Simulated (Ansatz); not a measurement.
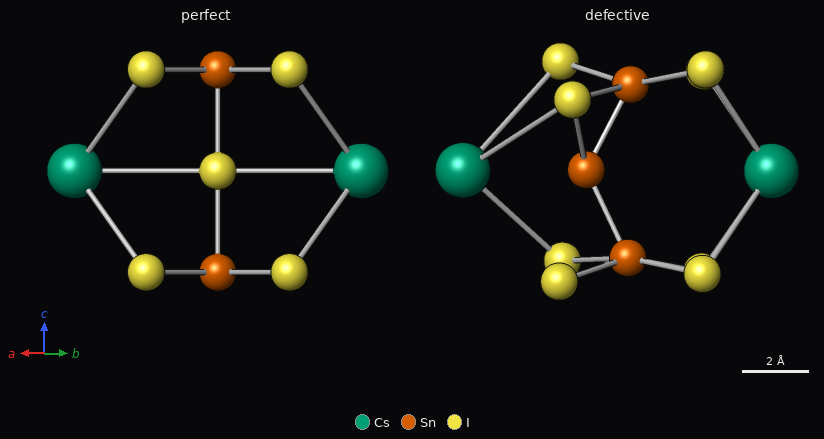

Left: perfect CsSnI3. Right: the same region with one point defect, after relaxing the atoms in a supercell of 40 sites. A ball-and-stick model of the atoms within 4.6 Å of one point, in a slice 5.0 Å thick across the line of sight, seen along [110].

Method: DFT, PBEsol, PAW, plane waves (Ansatz). Set-up: plane-wave cutoff 420 eV; k-point mesh 1 × 1 × 1; mesh shifted by (0.25, 0.25, 0.25); no spin polarisation. Fermi-Dirac smearing of 0.01 eV. A uniform background neutralises the charged cell. The axes drawn are those of the host's conventional cell.

Which defect is it?

Answer. An iodine atom is replaced by tin.

The charge state of the cell is −1.

What does the relaxation do around it?

Answer. In the host the I atom has 2 Sn at 3.08 Å; the Sn atom ends with 2 Sn at 2.94 to 2.97 Å, 1 I at 3.13 Å. Of the host's atoms, an iodine atom moves furthest from its site, by 1.03 Å. The Sn atom itself moves 1.33 Å from where it was put.

Limits of the set-up: the cell is charged, on a uniform background, and energies carry no finite-size correction.
